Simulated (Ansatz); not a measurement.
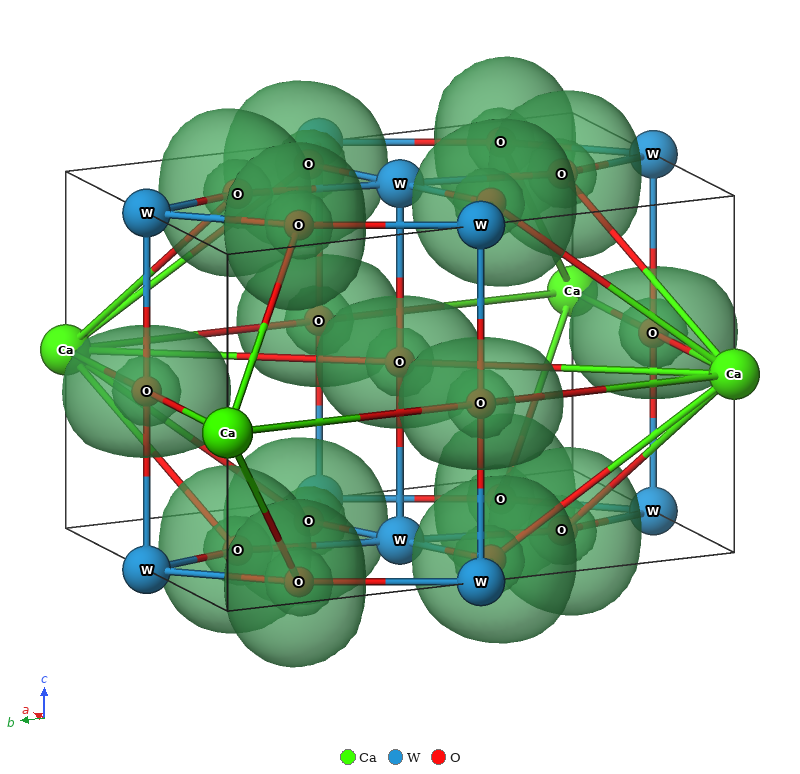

*CaW3O9. Isosurface of the electron localisation function at 0.7 (green), seen at an oblique angle. Only the valence region is drawn (cores and ρ < 0.01 e/Å³ removed). Sticks mark near contacts.*

Space group P6/mmm; a structure generated by program, which may or may not match a known phase.

Computed with DFT PBE, scalar-relativistic, plane waves, PAW in Ansatz.

```
Ca W O
1.0
     7.42437    0.00000    0.00000
    -3.71218    6.42969    0.00000
     0.00000    0.00000    3.82599
Ca W O
1 3 9
Direct
  0.00000 0.00000 0.50000
  0.50000 0.00000 0.00000
  0.50000 0.50000 0.00000
  0.00000 0.50000 0.00000
  0.50000 0.00000 0.50000
  0.58619 0.79310 0.00000
  0.41381 0.20690 0.00000
  0.20690 0.79310 0.00000
  0.79310 0.20690 0.00000
  0.50000 0.50000 0.50000
  0.20690 0.41381 0.00000
  0.79310 0.58619 0.00000
  0.00000 0.50000 0.50000
```

Question: Identify the bonds, lone pairs and shells in this picture.

Answer: The ELF exceeds this value in nine regions wrapped around O (the valence shell of each), counted in one cell of 13 atoms. Any copies at cell faces, edges or corners count once. Along the contacts the grid gives the following. W–O (1.91 Å): the ELF peaks at about 0.80 in the valence shell of O, 0.5 Å from its nucleus, and drops to about 0.20 between the two atoms. Ca–O (3.28 Å): the ELF is about 0 at the midpoint (no localised pair shows between them).
